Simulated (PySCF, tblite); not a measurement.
**2-fluoropropane: dynamics, then NMR shifts on frames**

Aim: move 2-fluoropropane (`CC(C)F`) away from its starting geometry and see how NMR shifts follow the geometry.

The runs use tblite 0.8.0 and PySCF 2.14.0, with density-fitted response routines of our own; the level of theory stands in each step. All values are computed, except where a source is named. Atoms are numbered from 0 throughout.

**1. The starting structure**

11 atoms, charge 0, multiplicity 1; geometry from: GFN2-xTB.

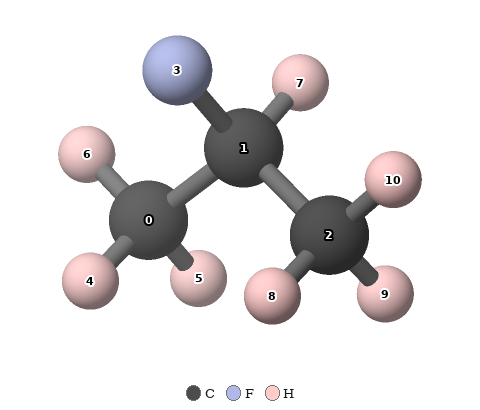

The starting geometry (carbon dark grey, fluorine light blue, hydrogen pink), atoms numbered.

**2. Dynamics with GFN2-xTB**

What the job is given:

```
{"job": {"kind": "md", "xc": "GFN2-xTB", "basis": "xTB", "temperature": 300, "steps": 2000, "every": 50, "frames": 5}, "charge": 0, "multiplicity": 1}
C     -1.190176    -0.451066     0.213106
C     -0.117036     0.535288    -0.219645
C      1.287184    -0.035954    -0.103395
F     -0.202731     1.662340     0.584814
H     -1.013428    -0.763292     1.239488
H     -1.169420    -1.324039    -0.432396
H     -2.172416     0.010879     0.154042
H     -0.306613     0.894599    -1.240147
H      1.479341    -0.344102     0.921578
H      1.387992    -0.895585    -0.759184
H      2.022728     0.713602    -0.384224
```

With the program's defaults for keys left out, this is: GFN2-xTB Langevin dynamics, gas phase.

On the command line:

```
> OMP_NUM_THREADS=1 python probes_run.py task.json out
```

This one command runs all jobs of the session in turn.

Output:

```text
t/fs     T/K      E/eV
    0.0   263.2   -400.78999
   25.0   142.0   -400.49165
   50.0   318.7   -400.43320
   75.0   335.8   -400.33970
  100.0   452.7   -400.60663
  125.0   186.3   -400.34439
  150.0   368.2   -400.41866
  175.0   198.8   -400.34556
  200.0   295.0   -400.40220
  225.0   340.3   -400.47142
  250.0   309.2   -400.41619
  275.0   298.6   -400.37136
  300.0   437.7   -400.43620
  325.0   338.6   -400.30210
  350.0   287.2   -400.31054
  375.0   423.9   -400.46196
  400.0   426.3   -400.45204
  425.0   303.1   -400.20448
  450.0   259.2   -400.27601
  475.0   412.9   -400.37841
  500.0   271.9   -400.35284
  525.0   333.9   -400.28021
  550.0   440.9   -400.41958
  575.0   431.4   -400.47324
  600.0   293.1   -400.41290
  625.0   375.6   -400.38570
  650.0   395.1   -400.50365
  675.0   362.5   -400.43682
  700.0   272.4   -400.46613
  725.0   219.4   -400.55930
  750.0   256.8   -400.51040
  775.0   218.4   -400.56283
  800.0   204.0   -400.53882
  825.0   154.3   -400.41098
  850.0   176.7   -400.55014
  875.0   214.8   -400.53357
  900.0   213.1   -400.46229
  925.0   277.1   -400.59595
  950.0   231.5   -400.52052
  975.0   326.7   -400.56307
 1000.0   285.7   -400.39040
```

Run time: 11 s. Hardware: 1 thread of Intel Xeon Platinum 8259CL at 2.50GHz, shared host; peak memory 0.19 GiB.

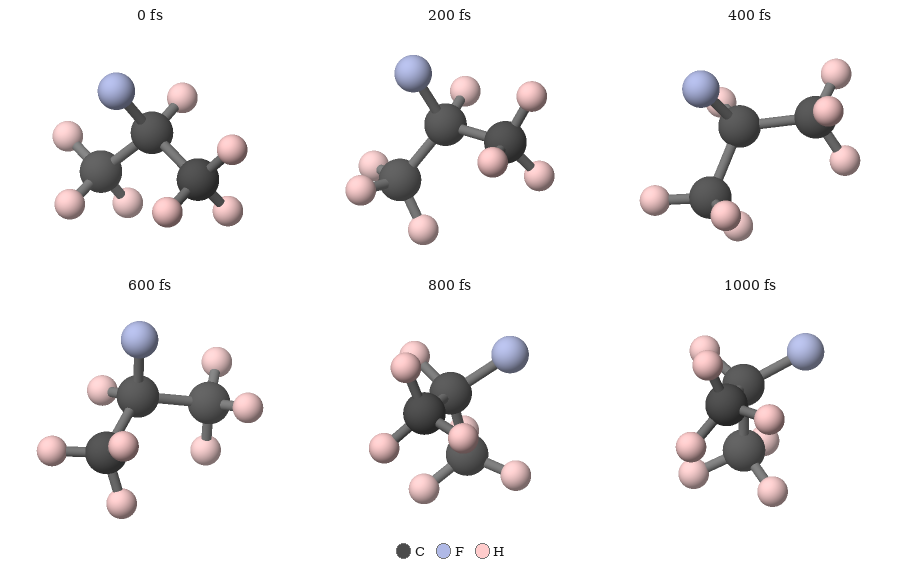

Frames of the run.

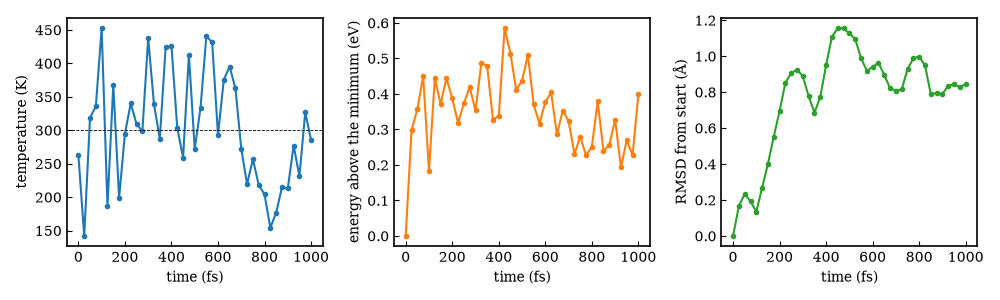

Temperature, potential energy and distance from the start.

Positions (Å) and forces (eV/Å) at 1000 fs:

```xyz
11

C     0.036    0.006    0.981    0.800   -1.438   -0.428
C    -0.822   -0.218   -0.266    0.753   -1.267    0.486
C    -1.075   -1.733   -0.418   -1.259   -0.438   -1.480
F    -0.196    0.302   -1.385   -0.191   -0.178    0.213
H     1.113   -0.052    0.842    0.095   -0.643   -0.703
H    -0.212   -0.711    1.753   -0.214   -0.076    0.048
H    -0.035    0.956    1.359   -0.855    2.391    0.914
H    -1.759    0.297   -0.139   -0.520    0.353   -0.209
H    -1.594   -2.001   -1.427    0.880    0.635    1.654
H    -0.200   -2.341   -0.328    0.894    0.095   -0.393
H    -1.692   -2.140    0.385   -0.382    0.566   -0.103
```

**3. Nuclear shieldings: 250 fs, PBE0/pcSseg-1**

What the job is given:

```
{"job": {"kind": "nmr", "xc": "PBE0", "basis": "pcSseg-1", "pop": false}, "charge": 0, "multiplicity": 1}
C     -0.961500    -1.245100     0.614600
C     -0.520100    -0.013900    -0.215500
C      0.955400    -0.172100    -0.568000
F     -0.759100     1.055100     0.655200
H     -0.875900    -2.139800    -0.023400
H     -2.001800    -1.120500     0.971900
H     -0.440200    -1.512300     1.540600
H     -1.089000     0.264200    -1.070400
H      1.602200    -0.140800     0.390200
H      1.108000    -1.147600    -1.043800
H      1.341300     0.633900    -1.254100
```

Level: GIAO PBE0/pcSseg-1 NMR shielding, non-relativistic, gas phase.

Output:

```text
coarse grid: 8688 points
cycle   1  E = -218.0169253330  dE =  1.127e-01  |g| = 5.160e-01  |ddm| = 2.562e+00
cycle   2  E = -217.9875397082  dE =  2.939e-02  |g| = 7.022e-01  |ddm| = 8.107e-01
cycle   3  E = -218.0665228422  dE = -7.898e-02  |g| = 6.015e-02  |ddm| = 4.698e-01
cycle   4  E = -218.0671490097  dE = -6.262e-04  |g| = 2.587e-02  |ddm| = 5.247e-02
cycle   5  E = -218.0672950991  dE = -1.461e-04  |g| = 2.553e-03  |ddm| = 2.023e-02
cycle   6  E = -218.0672963758  dE = -1.277e-06  |g| = 5.157e-04  |ddm| = 2.359e-03
final grid: 82832 points
cycle   7  E = -218.0987180710  dE = -2.364e-05  |g| = 6.931e-03  |ddm| = 1.749e-02
cycle   8  E = -218.0987112592  dE =  6.812e-06  |g| = 9.266e-03  |ddm| = 1.109e-02
cycle   9  E = -218.0987293177  dE = -1.806e-05  |g| = 8.982e-04  |ddm| = 5.974e-03
cycle  10  E = -218.0987294466  dE = -1.289e-07  |g| = 1.871e-04  |ddm| = 7.389e-04
cycle  11  E = -218.0987294522  dE = -5.622e-09  |g| = 2.142e-05  |ddm| = 1.155e-04
cycle  12  E = -218.0987294523  dE = -9.368e-11  |g| = 7.814e-06  |ddm| = 2.200e-05
converged SCF energy = -218.0987294523

GIAO shielding tensors (ppm)
atom      isotropic    diamagn.    paramagn.     s11        s22        s33       span
  0 C      159.355     246.425     -87.070    137.116    150.755    190.194     53.078
  1 C       95.312     239.748    -144.437     51.548     79.495    154.892    103.344
  2 C      155.330     249.282     -93.952    139.742    146.172    180.077     40.336
  3 F      370.225     475.406    -105.181    357.183    369.704    383.788     26.605
  4 H       30.650      28.780       1.870     26.846     28.391     36.713      9.867
  5 H       29.617      28.168       1.449     25.660     27.271     35.920     10.260
  6 H       29.695      29.568       0.127     26.975     28.071     34.039      7.063
  7 H       26.819      30.148      -3.329     23.890     26.781     29.786      5.895
  8 H       28.579      28.600      -0.022     25.642     27.142     32.951      7.309
  9 H       30.174      29.930       0.244     26.257     29.057     35.208      8.951
 10 H       28.968      28.661       0.308     25.318     26.444     35.143      9.825
```

Wall time 8.1 s (1 thread of Intel Xeon Platinum 8259CL at 2.50GHz, shared host); peak memory 0.5 GiB.

The references, computed at this level on geometries of the same kind, shield at (ppm): ¹H TMS 31.72, ¹³C TMS 186.9, ¹⁹F CFCl3 170.9. Their shielding less the atom's gives the shift. The references are single molecules in the gas phase, so shifts against H2O, NH3, PH3, H3PO4 or CFCl3 are not on the usual liquid scales and can be off by tens of ppm. Each atom is listed at this fixed geometry, with no averaging over motion; a spectrum would average atoms that exchange fast.

| atoms | environment | σ (ppm) | δ (ppm) |
| --- | --- | --- | --- |
| C1 | sp3 CH bonded to F | 95.3 | 91.6 |
| C2 | methyl carbon | 155.3 | 31.6 |
| C0 | methyl carbon | 159.4 | 27.6 |
| H7 | hydrogen on an sp3 CH bonded to F | 26.82 | 4.90 |
| H8 | hydrogen on a methyl carbon | 28.58 | 3.14 |
| H10 | hydrogen on a methyl carbon | 28.97 | 2.75 |
| H5 | hydrogen on a methyl carbon | 29.62 | 2.10 |
| H6 | hydrogen on a methyl carbon | 29.69 | 2.02 |
| H9 | hydrogen on a methyl carbon | 30.17 | 1.54 |
| H4 | hydrogen on a methyl carbon | 30.65 | 1.07 |
| F3 | fluorine on an sp3 carbon | 370.2 | -199.3 |

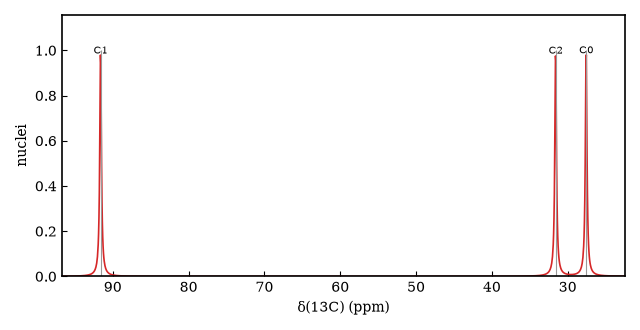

¹³C lines at the computed shifts, without couplings. Lines are broadened to a width of 0.26 ppm (Lorentzian).

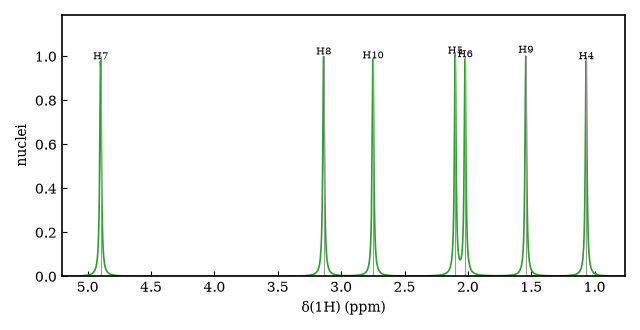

¹H lines at the computed shifts, without couplings. Lines are broadened to a width of 0.02 ppm (Lorentzian).

**4. NMR shieldings: 425 fs, PBE0/pcSseg-1**

What the job is given:

```
{"job": {"kind": "nmr", "xc": "PBE0", "basis": "pcSseg-1", "pop": false}, "charge": 0, "multiplicity": 1}
C     -0.311600    -1.573100     0.894500
C     -0.461200    -0.359300    -0.027400
C      0.626300    -0.139000    -1.031400
F     -0.421500     0.735100     0.845700
H     -0.778900    -2.434900     0.388800
H     -0.756800    -1.387400     1.845900
H      0.770300    -1.704200     0.937000
H     -1.542500    -0.332800    -0.383200
H      1.420100     0.648900    -0.713000
H      1.127200    -1.080200    -1.035900
H      0.352000     0.107600    -2.126700
```

With the program's defaults for keys left out, this is: GIAO PBE0/pcSseg-1 NMR shielding, non-relativistic, gas phase.

Output:

```text
coarse grid: 8688 points
cycle   1  E = -218.0048050116  dE =  1.698e-01  |g| = 5.313e-01  |ddm| = 2.576e+00
cycle   2  E = -217.9746398082  dE =  3.017e-02  |g| = 7.218e-01  |ddm| = 8.232e-01
cycle   3  E = -218.0572255307  dE = -8.259e-02  |g| = 6.463e-02  |ddm| = 4.744e-01
cycle   4  E = -218.0579951527  dE = -7.696e-04  |g| = 2.449e-02  |ddm| = 5.480e-02
cycle   5  E = -218.0581255723  dE = -1.304e-04  |g| = 2.357e-03  |ddm| = 1.857e-02
cycle   6  E = -218.0581265300  dE = -9.576e-07  |g| = 5.129e-04  |ddm| = 2.067e-03
final grid: 82832 points
cycle   7  E = -218.0887818757  dE = -2.513e-05  |g| = 6.755e-03  |ddm| = 1.697e-02
cycle   8  E = -218.0887753968  dE =  6.479e-06  |g| = 9.065e-03  |ddm| = 1.061e-02
cycle   9  E = -218.0887925325  dE = -1.714e-05  |g| = 8.791e-04  |ddm| = 5.696e-03
cycle  10  E = -218.0887926597  dE = -1.271e-07  |g| = 1.747e-04  |ddm| = 6.905e-04
cycle  11  E = -218.0887926645  dE = -4.895e-09  |g| = 2.240e-05  |ddm| = 1.107e-04
cycle  12  E = -218.0887926647  dE = -1.039e-10  |g| = 7.623e-06  |ddm| = 2.661e-05
converged SCF energy = -218.0887926647

GIAO shielding tensors (ppm)
atom      isotropic    diamagn.    paramagn.     s11        s22        s33       span
  0 C      154.190     250.763     -96.573    126.705    153.546    182.319     55.614
  1 C       95.364     241.410    -146.046     61.376     74.986    149.731     88.354
  2 C      157.145     248.002     -90.857    135.620    149.482    186.334     50.715
  3 F      334.434     477.664    -143.229    254.405    354.159    394.739    140.333
  4 H       29.911      28.937       0.973     26.831     27.560     35.340      8.509
  5 H       30.258      30.264      -0.006     26.523     28.496     35.756      9.233
  6 H       30.180      30.462      -0.281     26.937     30.099     33.505      6.569
  7 H       25.654      28.977      -3.323     22.945     24.761     29.257      6.312
  8 H       27.998      27.934       0.063     24.616     26.416     32.960      8.344
  9 H       30.799      30.909      -0.110     26.201     31.010     35.186      8.985
 10 H       28.224      27.346       0.878     24.596     25.654     34.421      9.825
```

It took 9.2 s on 1 thread of Intel Xeon Platinum 8259CL at 2.50GHz, shared host; peak memory 0.52 GiB.

Key values: δ C1 91.6, C0 32.7, C2 29.8, F3 -163.5, H7 6.06, H8 3.72 ppm.

**5. Shielding tensors: 625 fs, PBE0/pcSseg-1**

What the job is given:

```
{"job": {"kind": "nmr", "xc": "PBE0", "basis": "pcSseg-1", "pop": false}, "charge": 0, "multiplicity": 1}
C      0.485200    -1.144300     1.325000
C     -0.051800    -0.530100     0.063800
C      0.454700    -1.210800    -1.195900
F      0.370300     0.828100     0.043800
H      1.438000    -0.653900     1.450300
H      0.666800    -2.156800     1.205700
H     -0.171900    -1.057100     2.157200
H     -1.185000    -0.649000     0.125100
H     -0.144200    -0.977000    -2.058200
H      1.503300    -0.984000    -1.241800
H      0.333900    -2.310800    -1.056900
```

Method: GIAO PBE0/pcSseg-1 NMR shielding, non-relativistic, gas phase.

Output:

```text
coarse grid: 8688 points
cycle   1  E = -218.0110087326  dE =  2.282e-01  |g| = 5.354e-01  |ddm| = 2.599e+00
cycle   2  E = -217.9840657141  dE =  2.694e-02  |g| = 7.075e-01  |ddm| = 8.296e-01
cycle   3  E = -218.0656239869  dE = -8.156e-02  |g| = 7.811e-02  |ddm| = 4.794e-01
cycle   4  E = -218.0667347627  dE = -1.111e-03  |g| = 2.303e-02  |ddm| = 6.076e-02
cycle   5  E = -218.0668440406  dE = -1.093e-04  |g| = 2.252e-03  |ddm| = 1.827e-02
cycle   6  E = -218.0668449487  dE = -9.081e-07  |g| = 4.945e-04  |ddm| = 1.895e-03
final grid: 82832 points
cycle   7  E = -218.0969647521  dE = -3.010e-05  |g| = 7.707e-03  |ddm| = 1.935e-02
cycle   8  E = -218.0969571188  dE =  7.633e-06  |g| = 1.019e-02  |ddm| = 1.191e-02
cycle   9  E = -218.0969783227  dE = -2.120e-05  |g| = 1.167e-03  |ddm| = 6.535e-03
cycle  10  E = -218.0969785426  dE = -2.198e-07  |g| = 1.494e-04  |ddm| = 8.443e-04
cycle  11  E = -218.0969785462  dE = -3.631e-09  |g| = 2.223e-05  |ddm| = 1.030e-04
cycle  12  E = -218.0969785463  dE = -9.209e-11  |g| = 7.694e-06  |ddm| = 2.580e-05
converged SCF energy = -218.0969785463

GIAO shielding tensors (ppm)
atom      isotropic    diamagn.    paramagn.     s11        s22        s33       span
  0 C      164.222     249.968     -85.745    138.077    159.305    195.285     57.208
  1 C       93.843     239.308    -145.464     55.712     67.564    158.255    102.543
  2 C      159.225     249.136     -89.911    132.156    160.170    185.351     53.195
  3 F      342.010     476.489    -134.479    293.335    347.689    385.005     91.670
  4 H       30.304      30.161       0.143     27.076     29.120     34.714      7.638
  5 H       32.212      31.734       0.477     27.712     31.426     37.496      9.784
  6 H       30.357      30.544      -0.187     26.510     28.042     36.520     10.010
  7 H       25.946      29.248      -3.302     23.836     25.059     28.942      5.106
  8 H       29.873      29.885      -0.012     26.115     27.548     35.955      9.840
  9 H       30.188      29.972       0.216     27.357     28.850     34.356      6.999
 10 H       30.404      29.159       1.245     26.105     29.278     35.829      9.724
```

Run time: 7.6 s. Hardware: 1 thread of Intel Xeon Platinum 8259CL at 2.50GHz, shared host; peak memory 0.52 GiB.

This run: δ C1 93.1, C2 27.7, C0 22.7, F3 -171.1, H7 5.77, H8 1.84 ppm.

**6. Shielding tensors: 800 fs, PBE0/pcSseg-1**

What the job is given:

```
{"job": {"kind": "nmr", "xc": "PBE0", "basis": "pcSseg-1", "pop": false}, "charge": 0, "multiplicity": 1}
C      0.340900     0.006400     1.158700
C     -0.335700    -0.183100    -0.169200
C     -0.442300    -1.668500    -0.615800
F      0.351200     0.505100    -1.172500
H      1.395300    -0.244800     1.118500
H     -0.123600    -0.637400     1.852700
H      0.192500     1.038300     1.451800
H     -1.342800     0.326600    -0.176500
H     -1.311700    -1.640000    -1.343200
H      0.454500    -2.016700    -1.064800
H     -0.785300    -2.212200     0.259800
```

Level: GIAO PBE0/pcSseg-1 NMR shielding, non-relativistic, gas phase.

Output:

```text
coarse grid: 8688 points
cycle   1  E = -218.0163685511  dE =  1.883e-01  |g| = 5.298e-01  |ddm| = 2.582e+00
cycle   2  E = -217.9906467986  dE =  2.572e-02  |g| = 6.974e-01  |ddm| = 8.181e-01
cycle   3  E = -218.0691837505  dE = -7.854e-02  |g| = 6.803e-02  |ddm| = 4.668e-01
cycle   4  E = -218.0700199633  dE = -8.362e-04  |g| = 2.334e-02  |ddm| = 5.495e-02
cycle   5  E = -218.0701347233  dE = -1.148e-04  |g| = 2.559e-03  |ddm| = 1.882e-02
cycle   6  E = -218.0701359960  dE = -1.273e-06  |g| = 7.062e-04  |ddm| = 2.627e-03
final grid: 82832 points
cycle   7  E = -218.1016304896  dE = -2.791e-05  |g| = 7.408e-03  |ddm| = 1.777e-02
cycle   8  E = -218.1016238202  dE =  6.669e-06  |g| = 9.676e-03  |ddm| = 1.158e-02
cycle   9  E = -218.1016430989  dE = -1.928e-05  |g| = 1.025e-03  |ddm| = 6.233e-03
cycle  10  E = -218.1016432666  dE = -1.677e-07  |g| = 1.674e-04  |ddm| = 7.627e-04
cycle  11  E = -218.1016432711  dE = -4.527e-09  |g| = 2.376e-05  |ddm| = 1.152e-04
cycle  12  E = -218.1016432712  dE = -1.244e-10  |g| = 7.225e-06  |ddm| = 2.955e-05
converged SCF energy = -218.1016432712

GIAO shielding tensors (ppm)
atom      isotropic    diamagn.    paramagn.     s11        s22        s33       span
  0 C      163.614     249.605     -85.991    143.202    160.196    187.445     44.243
  1 C       90.296     241.875    -151.579     50.616     77.170    143.100     92.484
  2 C      158.959     249.678     -90.719    135.877    157.231    183.768     47.891
  3 F      368.055     476.280    -108.225    351.353    372.483    380.329     28.976
  4 H       30.252      30.276      -0.025     27.485     28.378     34.893      7.408
  5 H       31.697      31.499       0.198     27.670     30.342     37.078      9.408
  6 H       29.998      30.231      -0.233     25.944     27.828     36.223     10.279
  7 H       25.969      30.196      -4.227     24.111     24.923     28.872      4.761
  8 H       28.599      28.018       0.581     24.588     26.949     34.260      9.672
  9 H       30.458      30.138       0.320     27.768     28.630     34.976      7.208
 10 H       30.842      29.863       0.979     26.689     29.839     35.998      9.309
```

It took 8.9 s on 1 thread of Intel Xeon Platinum 8259CL at 2.50GHz, shared host; peak memory 0.52 GiB.

In short: δ C1 96.6, C2 28.0, C0 23.3, F3 -197.1, H7 5.75, H8 3.12 ppm.

**7. NMR shieldings: 1000 fs, PBE0/pcSseg-1**

What the job is given:

```
{"job": {"kind": "nmr", "xc": "PBE0", "basis": "pcSseg-1", "pop": false}, "charge": 0, "multiplicity": 1}
C      0.035800     0.005900     0.980500
C     -0.822400    -0.218400    -0.265900
C     -1.075100    -1.732600    -0.418000
F     -0.196200     0.301700    -1.385500
H      1.113200    -0.052000     0.841600
H     -0.212300    -0.711100     1.752700
H     -0.034700     0.956200     1.358800
H     -1.759100     0.296800    -0.138800
H     -1.593800    -2.001200    -1.426500
H     -0.200100    -2.341500    -0.327800
H     -1.692200    -2.139600     0.384900
```

With the program's defaults for keys left out, this is: GIAO PBE0/pcSseg-1 NMR shielding, non-relativistic, gas phase.

Output:

```text
coarse grid: 8688 points
cycle   1  E = -218.0145559889  dE =  1.995e-01  |g| = 5.172e-01  |ddm| = 2.597e+00
cycle   2  E = -217.9928722977  dE =  2.168e-02  |g| = 6.642e-01  |ddm| = 7.685e-01
cycle   3  E = -218.0653331485  dE = -7.246e-02  |g| = 6.305e-02  |ddm| = 4.315e-01
cycle   4  E = -218.0659931085  dE = -6.600e-04  |g| = 2.454e-02  |ddm| = 5.171e-02
cycle   5  E = -218.0661188583  dE = -1.257e-04  |g| = 2.414e-03  |ddm| = 1.921e-02
cycle   6  E = -218.0661199683  dE = -1.110e-06  |g| = 6.737e-04  |ddm| = 2.243e-03
final grid: 82832 points
cycle   7  E = -218.0975159064  dE = -2.660e-05  |g| = 7.139e-03  |ddm| = 1.770e-02
cycle   8  E = -218.0975094034  dE =  6.503e-06  |g| = 9.354e-03  |ddm| = 1.113e-02
cycle   9  E = -218.0975276870  dE = -1.828e-05  |g| = 9.414e-04  |ddm| = 6.044e-03
cycle  10  E = -218.0975278252  dE = -1.383e-07  |g| = 1.794e-04  |ddm| = 7.487e-04
cycle  11  E = -218.0975278304  dE = -5.200e-09  |g| = 2.434e-05  |ddm| = 1.216e-04
cycle  12  E = -218.0975278306  dE = -1.270e-10  |g| = 7.529e-06  |ddm| = 2.610e-05
converged SCF energy = -218.0975278306

GIAO shielding tensors (ppm)
atom      isotropic    diamagn.    paramagn.     s11        s22        s33       span
  0 C      168.837     249.714     -80.877    146.065    161.555    198.889     52.824
  1 C      100.963     237.412    -136.449     60.924     80.933    161.030    100.106
  2 C      157.942     246.884     -88.942    134.067    152.426    187.332     53.265
  3 F      383.023     474.976     -91.953    368.691    378.313    402.066     33.375
  4 H       30.359      30.887      -0.528     27.373     28.033     35.672      8.299
  5 H       31.234      30.849       0.385     26.504     30.030     37.170     10.666
  6 H       31.746      32.408      -0.662     27.675     29.210     38.354     10.678
  7 H       27.097      29.399      -2.302     25.088     26.202     30.001      4.913
  8 H       28.505      25.973       2.533     24.701     25.972     34.843     10.141
  9 H       30.492      30.334       0.158     27.580     29.170     34.725      7.144
 10 H       30.587      28.686       1.901     27.203     28.324     36.235      9.032
```

Run time: 11 s. Hardware: 1 thread of Intel Xeon Platinum 8259CL at 2.50GHz, shared host; peak memory 0.51 GiB.

In short: δ C1 86.0, C2 29.0, C0 18.1, F3 -212.1, H7 4.62, H8 3.21 ppm.

**8. Comparing the runs: NMR shifts**

Shifts (ppm) of some atoms, chosen among heavy atoms and hydrogens apart, with basis size and wall time:

| frame | C1 | C2 | C0 | H10 | H5 | H6 | F3 | functions | time |
| --- | --- | --- | --- | --- | --- | --- | --- | --- | --- |
| 250 fs | 91.6 | 31.6 | 27.6 | 2.75 | 2.10 | 2.02 | -199.3 | 103 | 8.1 s |
| 425 fs | 91.6 | 29.8 | 32.7 | 3.49 | 1.46 | 1.54 | -163.5 | 103 | 9.2 s |
| 625 fs | 93.1 | 27.7 | 22.7 | 1.31 | -0.49 | 1.36 | -171.1 | 103 | 7.6 s |
| 800 fs | 96.6 | 28.0 | 23.3 | 0.88 | 0.02 | 1.72 | -197.1 | 103 | 8.9 s |
| 1000 fs | 86.0 | 29.0 | 18.1 | 1.13 | 0.48 | -0.03 | -212.1 | 103 | 11 s |

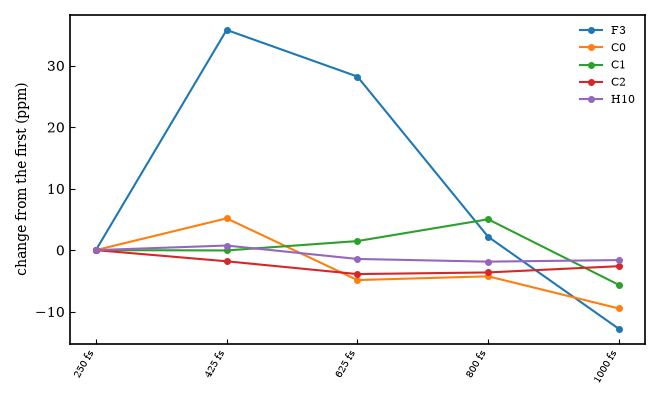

How five of the tabulated atoms move from run to run.

**9. Results**

```
                                        quantity                                         value
                                      thermostat                                         300 K
                   mean temperature, second half                                         284 K
         mean potential energy above the minimum                                       0.32 eV
  ¹³C shifts against TMS (PBE0/pcSseg-1, 250 fs)                          91.6, 31.6, 27.6 ppm
   ¹H shifts against TMS (PBE0/pcSseg-1, 250 fs)  4.90, 3.14, 2.75, 2.10, 2.02, 1.54, 1.07 ppm
¹⁹F shifts against CFCl3 (PBE0/pcSseg-1, 250 fs)                                    -199.3 ppm
                        range of the shift of F3                          -212.1 to -163.5 ppm
```

In words: In the second half the potential energy averages 0.32 eV above the minimum; equipartition over 27 harmonic modes at 300 K would give 0.35 eV. With 11 atoms the temperature swings widely (142 to 453 K). Shifts at one fixed geometry are not the observed spectrum, which averages over the motion. In the first frame run (250 fs): The widest tensor belongs to C1: span 103 ppm, with a paramagnetic part of -144 ppm. In ppm, F3 moves most: its shift spreads over 48.6 ppm, from -212.1 (1000 fs) to -163.5 (425 fs).
